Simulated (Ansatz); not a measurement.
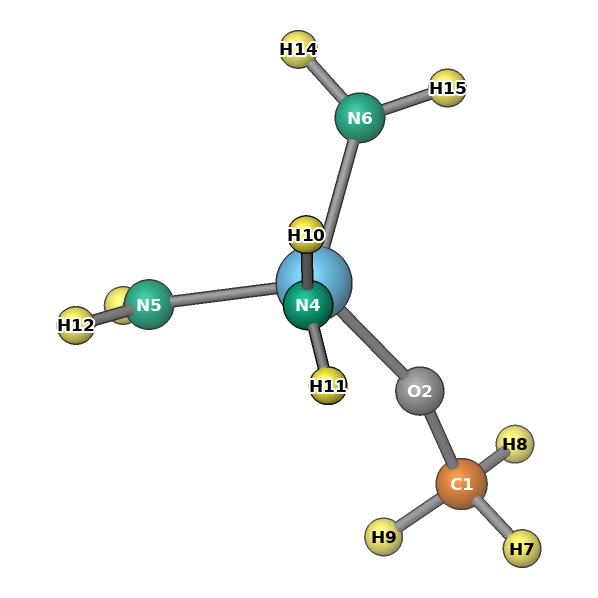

Simulated data, not a measurement (program: Ansatz).

Ti3 lies behind N4. The molecule seen nearly along the N4–Ti3 bond, N4 in front. Atoms fade into the background with distance from the viewer. Charge +1, doublet. Geometry: the geometry of the neutral molecule. Other spin states may lie lower.

### What is the torsion angle H10–N4–Ti3–O2? The sign is positive where the front bond must turn clockwise to cover the back bond.

138°, anticlinal.
